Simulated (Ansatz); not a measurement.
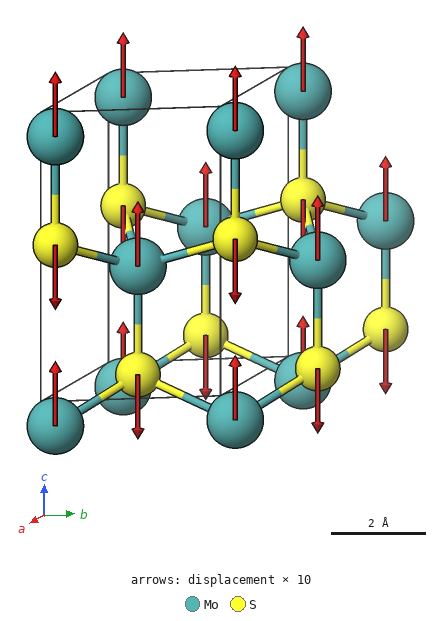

A relaxation of crystalline MoS (built on the wurtzite type). The starting structure is drawn; red arrows show the displacements (the part carried along by the change of the cell is left out), magnified 10 times.

The picture is a ball-and-stick view of the cell of the calculation, repeated 2 × 2 × 1 with one cell outlined, seen slightly off an axis.

All numbers below come from DFT PBEsol, scalar-relativistic, plane waves, PAW in Ansatz 0.2.0. Set-up: plane-wave cutoff 420 eV; k-point mesh 10 × 10 × 6; occupations gaussian; smearing width 0.05 eV; collinear spin; cell and atoms relaxed; force threshold 0.01 eV/Å; at most 60 steps.

Describe the change and its energy.

Over 12 accepted moves (13 points after the start) the energy falls by 139 meV per atom. The largest force component goes from 0.01 to 0.0011 eV/Å. The pressure goes from −14.06 to −0.03 GPa. The SCF was repeated once at an unchanged geometry on a basis and grid sized afresh for the cell, which shifted the energy by 0.2 meV per atom at most. The largest moves relative to the cell, 0.14 Å, are those of Mo and S atoms. Largest moves by element: Mo 0.14 Å, S 0.14 Å. The volume changes by −15.0 %, with a = b 3.895 → 3.919 Å (+0.6 %), c 6.379 → 5.358 Å (−16.0 %). Some distances before and after: Mo–S 2.391 → 2.297 Å. Bond angles that change, for instance: Mo–S–Mo 109.6° → 99.6°, S–Mo–S 109.6° → 99.6°, Mo–S–Mo 109.4° → 117.3°. The space group stays P6_3mc (No. 186). The program noted that the starting moments weren't kept.
